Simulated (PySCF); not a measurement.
## Electronic structure of C₄H₆F₅O₂P in real space

Input file:

```
{"job": {"kind": "nmr", "xc": "PBE0", "basis": "pcSseg-1"}, "charge": 0, "multiplicity": 1}
C      2.554249    -0.530905     0.262672
C      1.074685    -0.713011     0.573365
P      0.173483     0.626960    -0.277748
O      0.272801     0.788530    -1.723572
O      0.582727     1.931971     0.539298
C     -1.642719     0.434178     0.251144
F     -2.236376     1.646599     0.195840
F     -1.772958    -0.010514     1.519994
C     -2.339950    -0.535104    -0.702703
F     -1.530938    -1.587467    -0.901565
F     -2.576480     0.027521    -1.877310
F     -3.492370    -1.010665    -0.235078
H      2.918860     0.402503     0.686163
H      3.133658    -1.351892     0.678135
H      2.707004    -0.503304    -0.814538
H      0.714271    -1.670557     0.197460
H      0.880223    -0.648179     1.643641
H      0.571071     2.709652    -0.026855
```

Command:

```sh
OMP_NUM_THREADS=1 python probes_run.py task.json out
```

Geometry: GFN2-xTB.

Theory: PBE0/pcSseg-1, SCF density, gas phase, non-relativistic in PySCF 2.14.0.

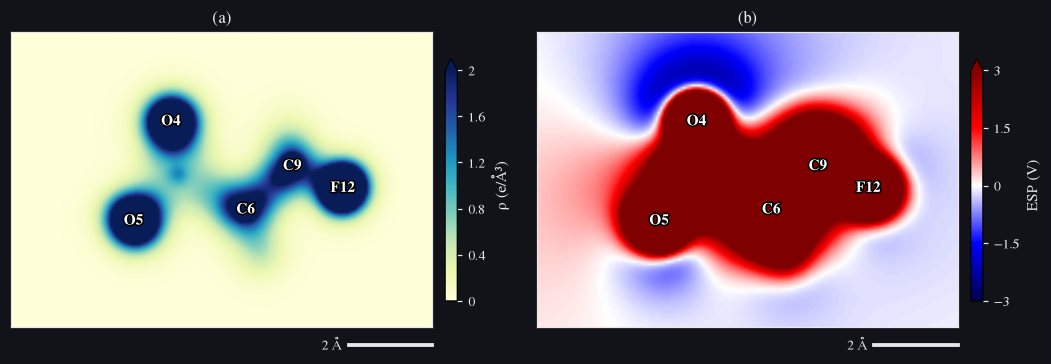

Figure 1. (a) electron density; (b) molecular electrostatic potential on the plane of atoms C6, C9 and F12.

Q: Interpret the plot.

A:
- The plane passes through O, C and F nuclei.
- C–F (1.33 Å): ρ is about 2.4 e/Å³ halfway.
- C–C (1.53 Å): the density is about 1.8 e/Å³ at the midpoint.
- Outside the dense part of the molecule the potential is most negative (−2.1 V) near O4.

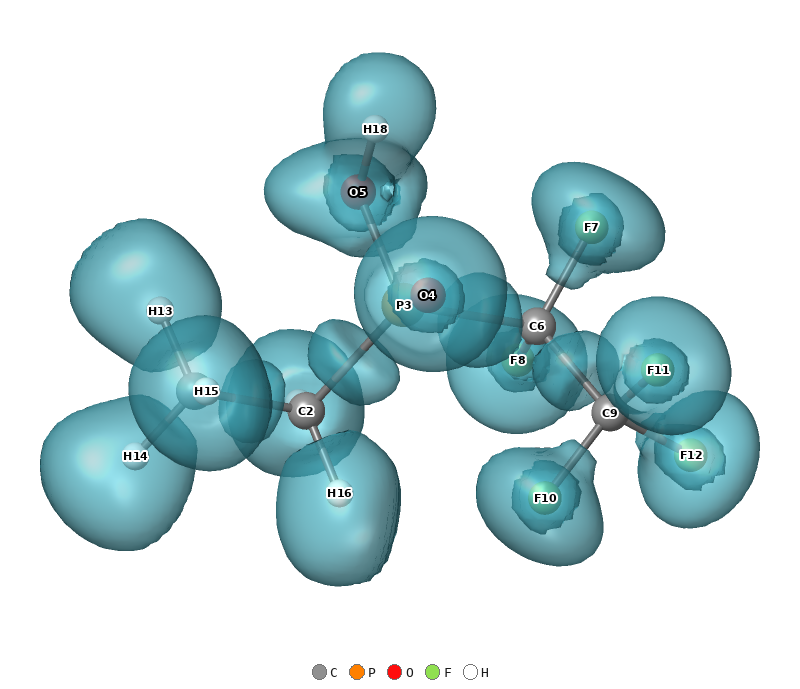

Figure 2. Isosurface of the electron localisation function at 0.75 (cyan), seen across its widest extent. Core shells and regions of very low density are left out.

Q: Where are the electrons localised?

A: At this value the surface marks out two regions between bonded C–C atoms (shared pairs), two regions between bonded C–P atoms (shared pairs), five regions around hydrogen nuclei, five regions on F in which the atom's valence shell and bonds are merged, one region wrapped around O (its lone pairs, merged into a ring or cap) and one joined region spread over several atoms (H, O), in which their bonds and any lone pairs are merged.


C–F (1.32 Å): the ELF peaks at about 0.85 between the atoms (a polar covalent bond). P–O (1.46 Å): the ELF peaks at about 0.80 between the atoms: a polar covalent bond.

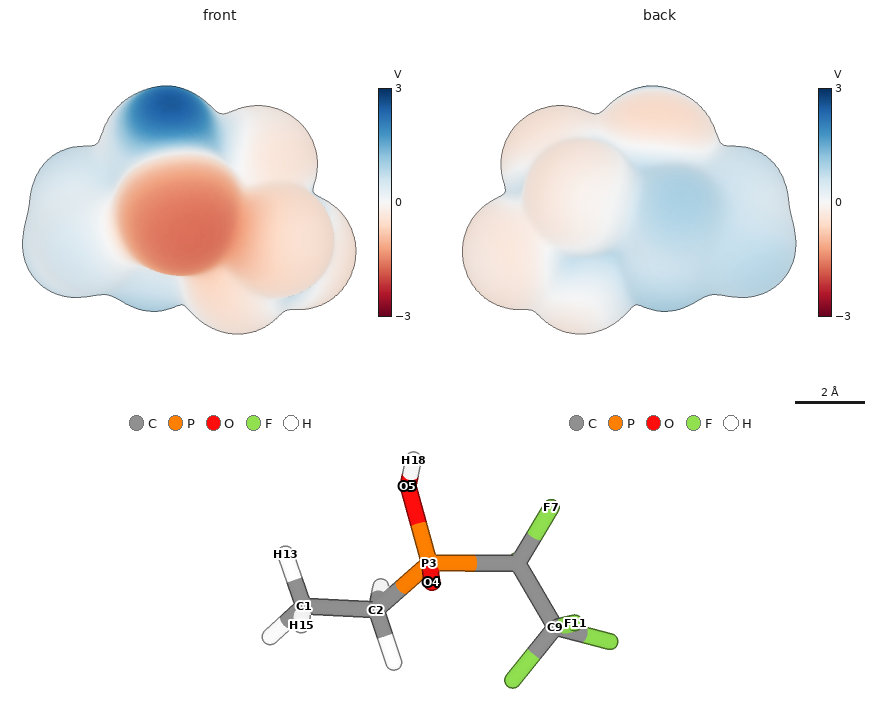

Figure 3. The molecular electrostatic potential painted on the density surface at 0.001 e/bohr³, seen from the front and from behind; the colour scale runs from red (negative) to blue (positive). The bare structure is drawn below in the same view.

Q: Describe the electrostatic potential map.

A: The most negative region (about −1.7 V) lies over O4, the most positive (about +2.4 V) over H18. O4 is the likeliest acceptor of a hydrogen bond.

Q: What dipole moment does the calculation give?

A: Its dipole moment is 3.03 D.
